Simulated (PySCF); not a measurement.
**C4H9NOSi (SMILES C=CC[SiH2]NC=O): density, localisation and related maps**

Input

```
{"job": {"kind": "uv", "xc": "CAM-B3LYP", "basis": "def2-SVPD", "nstates": 8, "ntriplets": 3}, "charge": 0, "multiplicity": 1}
C     -2.418880     1.254874     0.677976
C     -1.596843     0.667507    -0.173482
C     -1.162839    -0.753880    -0.086773
Si     0.570434    -0.928752     0.703269
N      1.621259     0.029330    -0.333837
C      2.913140     0.042350     0.024726
O      3.313200    -0.568688     0.984637
H     -2.854119     0.713743     1.501960
H     -2.696674     2.290893     0.586436
H     -1.177717     1.236685    -0.994381
H     -1.164803    -1.200598    -1.081615
H     -1.864798    -1.317110     0.525033
H      1.015781    -2.318647     0.640315
H      0.587745    -0.343818     2.039865
H      1.330406     0.558732    -1.139168
H      3.577109     0.646323    -0.618887
```

Launched as:

```sh
OMP_NUM_THREADS=1 python probes_run.py task.json out
```

Geometry: GFN2-xTB.

The calculation used PySCF, CAM-B3LYP/def2-SVPD, SCF density, gas phase.

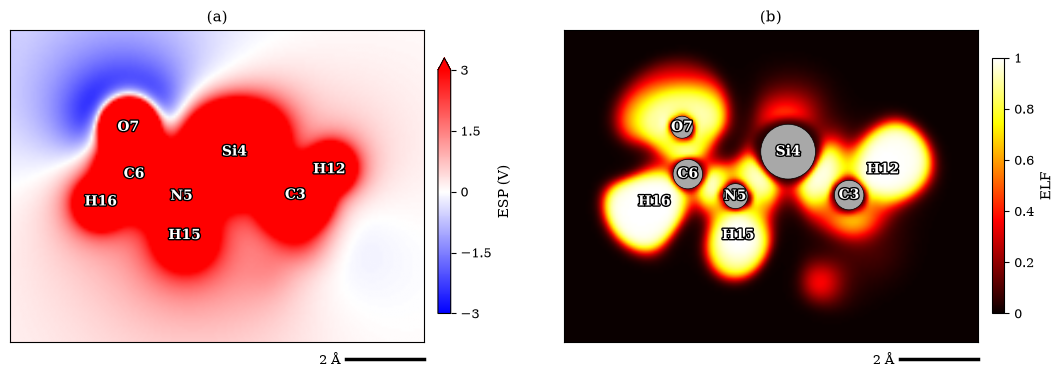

Figure 1. (a) electrostatic potential; (b) electron localisation function on the plane of atoms N5, C6 and O7. Grey discs cover the atomic cores in the ELF map.

Q: What do the fields say about this system?

A:
- Atoms in the plane: C, Si, N, O and H.
- C–O (1.21 Å): the ELF peaks at about 0.85 between the atoms: a short, multiple covalent bond.
- C–N (1.34 Å): the ELF peaks at about 0.95 between the atoms: a covalent bond.
- Si–N (1.76 Å): the ELF peaks at about 0.95 between the atoms, as expected for a polar covalent bond.
- C–Si (1.91 Å): the ELF peaks at about 0.95 between the atoms; a covalent bond.
- N–H (1.01 Å): the ELF climbs to about 1 towards the hydrogen, as it does in any bond to H (an ordinary covalent bond to hydrogen).
- The ELF also peaks beside O7, away from the bonds: lone-pair regions.
- Outside the dense part of the molecule the potential is most negative (−2.4 V) near O7.

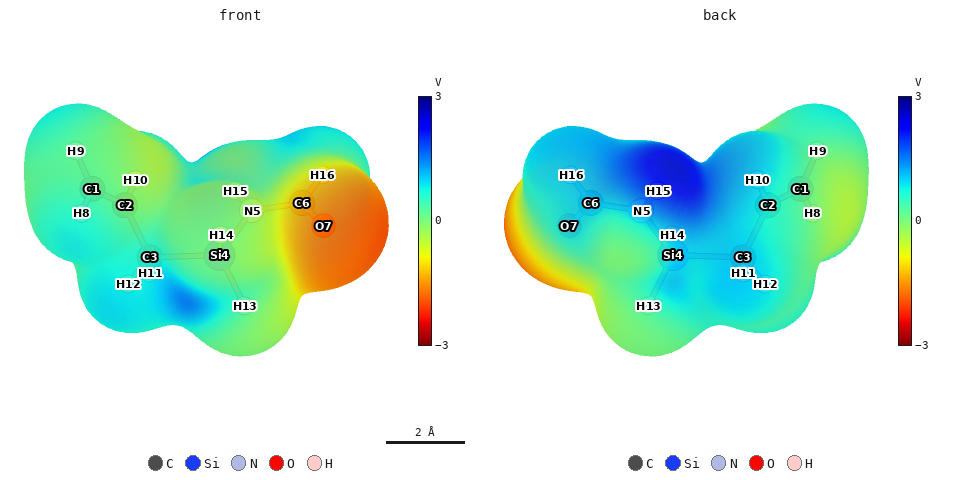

Figure 2. The molecular electrostatic potential painted on the density surface at 0.002 e/bohr³, seen from the front and from behind; red is negative and blue positive.

Q: Describe the electrostatic potential map.

A: The most negative region (about −2.0 V) lies over O7, the most positive (about +2.4 V) over H15. O7 is the likeliest acceptor of a hydrogen bond.
